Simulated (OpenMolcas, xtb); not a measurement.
## NO2 (nitrogen dioxide): the dipole moment, rung by rung

The species is NO2 (3 atoms), meant as a doublet with charge 0. SMILES: `[O]N=O`. Geometry: relaxed at PBE0-D4/def2-TZVP.

| atom | x (Å) | y (Å) | z (Å) |
| --- | --- | --- | --- |
| O | 0.2098 | -1.0822 | 0.0006 |
| N | -0.2655 | -0.0091 | -0.1459 |
| O | 0.0557 | 1.0913 | 0.1453 |

Quantity: the dipole moment, in D. The values are calculated.

**What was measured.** NIST CCCBDB gives the dipole moment of the gas as 0.32 D.

```csv
level,kind,program,value (D),computed − measured,CPU time
GFN0-xTB,semi-empirical,xtb,0.71,+0.39,under 2 s
ROHF/cc-pVTZ,Hartree–Fock,OpenMolcas,0.75,+0.43,11 s
USVWN5/cc-pVTZ,LDA,OpenMolcas,0.25,-0.07,16 s
U-revPBE/cc-pVTZ,GGA,OpenMolcas,0.24,-0.08,24 s
U-r2SCAN/cc-pVTZ,meta-GGA,OpenMolcas,0.29,-0.03,32 s
UBHLYP/cc-pVTZ,global hybrid,OpenMolcas,0.45,+0.13,25 s
```

Nearest: U-r2SCAN/cc-pVTZ (-0.03 D); farthest: ROHF/cc-pVTZ (+0.43 D). The measured dipole is a vibrational average, so differences of a few hundredths of a debye mean little. Computed less measured by kind, in D (cc-pVTZ rows): semi-empirical +0.39; Hartree–Fock +0.43; LDA -0.07; GGA -0.08; meta-GGA -0.03; global hybrid +0.13. Magnitudes only. Times are those of the runs behind each value, whatever else they computed, on shared processors of several kinds: orders of magnitude only.

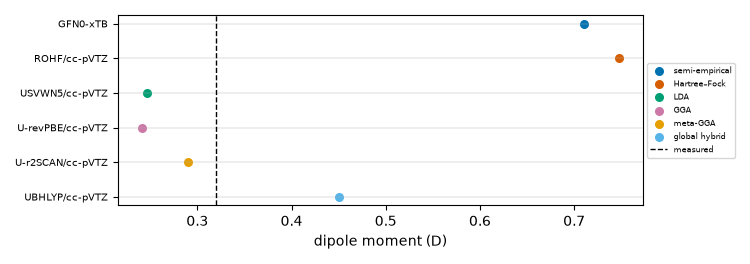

The values of the table, level by level.
